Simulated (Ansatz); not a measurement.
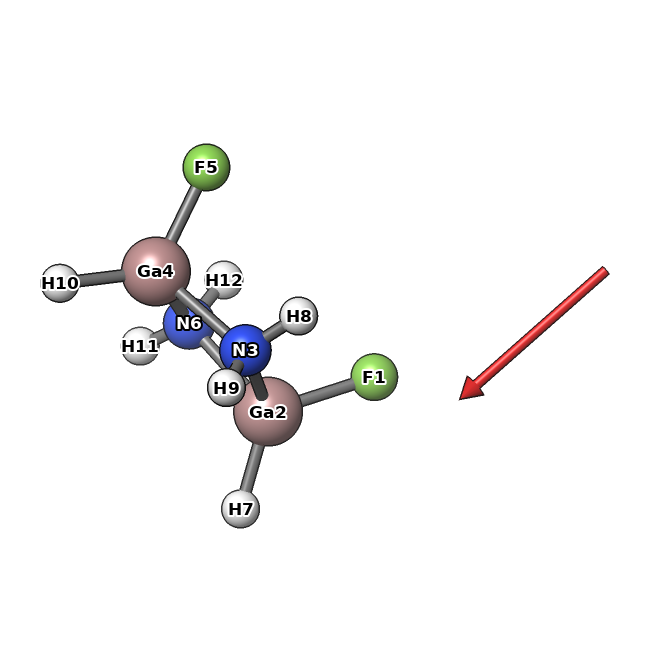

The arrow beside the molecule shows the direction of the dipole moment, from the negative to the positive end (its length means nothing). The computed structure is the end point of a PBE0-D4/def2-TZVP optimisation. Method: RKS B3LYP-D4/def2-TZVPP (Ansatz 0.2.0).

### Estimate the dipole moment.

3.51 D; it points from the side of F1, F5 to the side of H7, H10 (the outermost atoms at the two ends).
